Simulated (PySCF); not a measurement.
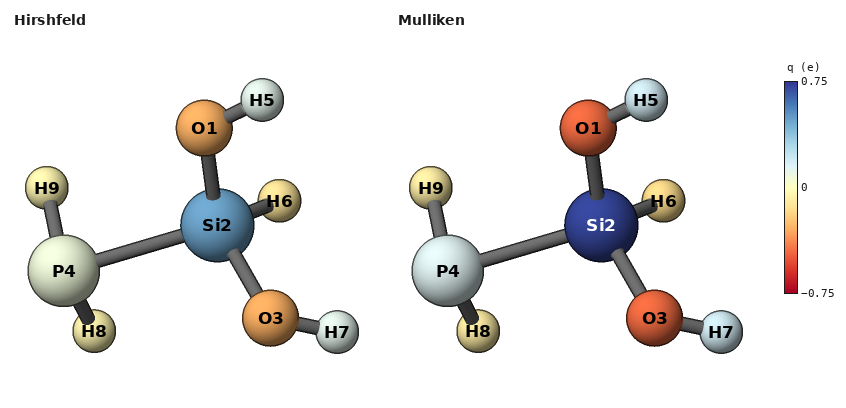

Atomic charges of one calculation by 2 schemes, on one colour scale. The geometry was computed by an optimisation with PBE0-D3(BJ)/def2-SVP. No frequency run is at hand to confirm it as a minimum. Method: PBE0/STO-3G (PySCF 2.14.0).

> Which scheme gives the most polar picture (largest mean size of the charges)?

The Mulliken charges are the largest in size here.

> On which atom do the schemes disagree most?

On Si2 (from 0.47 to 0.71 e).

List the charges (e), one line for each set of equivalent atoms.

```json
{"atom": "O1", "Hirshfeld": "−0.29", "Mulliken": "−0.45"}
{"atom": "Si2", "Hirshfeld": "0.47", "Mulliken": "0.71"}
{"atom": "O3", "Hirshfeld": "−0.29", "Mulliken": "−0.45"}
{"atom": "P4", "Hirshfeld": "0.07", "Mulliken": "0.14"}
{"atom": "H5", "Hirshfeld": "0.12", "Mulliken": "0.19"}
{"atom": "H6", "Hirshfeld": "−0.11", "Mulliken": "−0.15"}
{"atom": "H7", "Hirshfeld": "0.12", "Mulliken": "0.19"}
{"atom": "H8", "Hirshfeld": "−0.05", "Mulliken": "−0.08"}
{"atom": "H9", "Hirshfeld": "−0.04", "Mulliken": "−0.08"}
```
